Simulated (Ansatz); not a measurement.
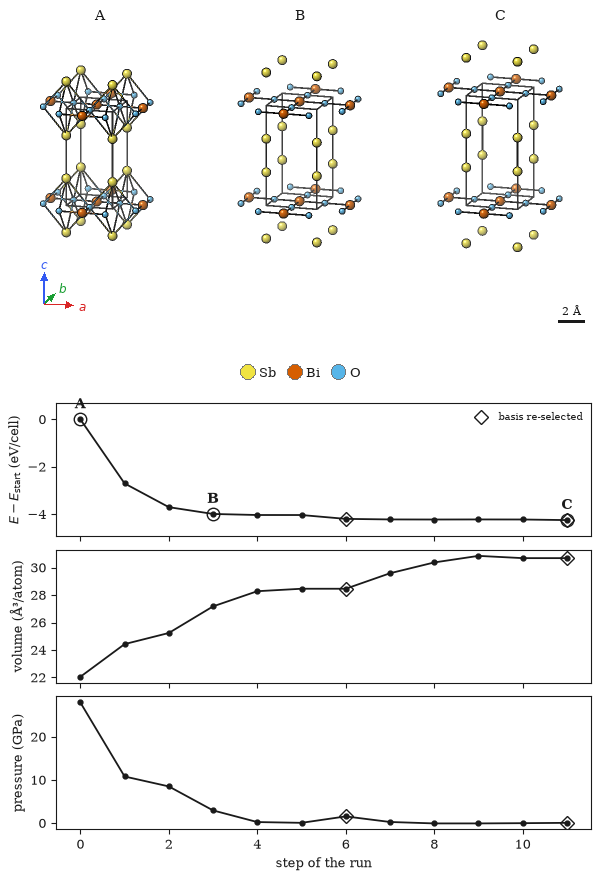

Frames of a relaxation of crystalline BiSb2O2 (a generated structure, set up in P4/mmm) (coarse preliminary run), marked on the history of the run. The picture is a ball-and-stick view of the cell of the calculation, seen from a free direction.

Computed with DFT PBE, scalar-relativistic, plane waves, PAW in Ansatz. (plane-wave cutoff 420 eV; k-point mesh 4 × 4 × 2; occupations gaussian; smearing width 0.1 eV; no spin polarisation; cell and atoms relaxed; force threshold 0.04 eV/Å; at most 70 steps)

What happens along the run?

Answer. The largest moves relative to the cell, 0.59 Å, are those of Sb atoms. Bi and O stay in place. The volume changes by +39.2 %, with a = b 3.766 → 4.177 Å (+10.9 %), c 7.774 → 8.794 Å (+13.1 %). Near-neighbour distances that change, for instance: O–Sb 2.869 → 3.690 Å, Sb–Sb 3.444 → 2.710 Å, Bi–O 1.883 → 2.089 Å. The space group stays P4/mmm (No. 123). After 9 accepted moves (11 points after the start) the energy has fallen by 4.248 eV per cell of the calculation. The largest force component goes from 2.9 to 0.015 eV/Å. The pressure goes from 27.95 to 0.06 GPa. The SCF was repeated twice at an unchanged geometry on a basis and grid sized afresh for the cell, which shifted the energy by 0.162 eV per cell of the calculation at most. From step 0 to 3: Sb atoms move most (0.43 Å), volume +23.2 %, energy −3.990 eV per cell of the calculation. From step 3 to 11: Sb atoms move most (0.12 Å), volume +12.9 %, energy −0.259 eV per cell of the calculation.

```
step  E − E(0), meV/atom  largest force component, eV/Å  pressure, GPa  volume, Å³/atom                      note
   0                0.00                         2.8869          27.95           22.051                          
   1             -540.66                         1.9647          10.80           24.429                          
   2             -740.57                         0.4356           8.50           25.240                          
   3             -797.94                         0.0746           2.94           27.176                          
   4             -806.81                         0.0408           0.24           28.280                          
   5             -806.95                         0.0037           0.06           28.459                          
   6             -839.43                         0.0068           1.55           28.459  same geometry, new basis
   7             -844.15                         0.0309           0.26           29.586                          
   8             -844.79                         0.0312          -0.07           30.373                          
   9             -844.19                         0.0680          -0.07           30.852                          
  10             -844.64                         0.0161          -0.01           30.687                          
  11             -849.67                         0.0153           0.06           30.687  same geometry, new basis
```

Limits of the set-up: the k-point mesh is coarse for a cell with partly filled bands; layers or molecules are held without a dispersion correction, so their spacing is unreliable.
